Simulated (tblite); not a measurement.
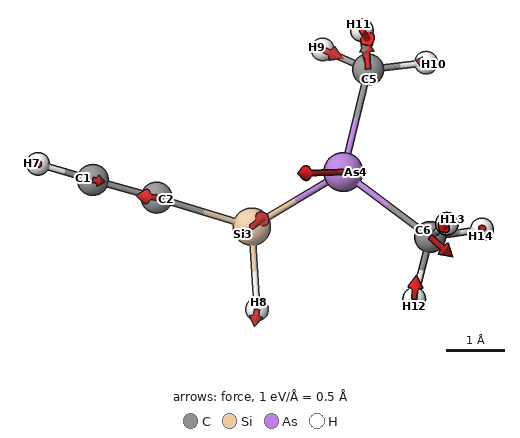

Starting geometry of C₄H₈AsSi (multiplicity 2) with the computed forces as red arrows. Style: ball-and-stick. Shown face on.

Theory: GFN2-xTB geometry optimisation, gas phase (tblite). 

### What follows when this structure is relaxed?

It isn't relaxed: the largest force vector, on As4, is 2.51 eV/Å. The final displacements have little in common with the starting forces (cosine between the two patterns 0.26). H11 moves most after the best rigid fit: 0.89 Å. Largest moves by element: H 0.89 Å, As 0.69 Å, Si 0.38 Å, C 0.38 Å. Near-neighbour distances that change, for instance: Si3–As4 2.304 → 2.349 Å, As4–C5 1.936 → 1.978 Å, C5–H11 1.130 → 1.091 Å, Si3–H8 1.445 → 1.484 Å. Among the angles between lasting bonds that change: Si3–As4–C6 115.8° → 95.2°, C5–As4–C6 115.9° → 96.9°, Si3–As4–C5 110.3° → 98.0°. The energy falls by 0.951 eV in 102 geometry steps. The run took 0.67 s on 1 thread of Arm Neoverse V1 (shared host).
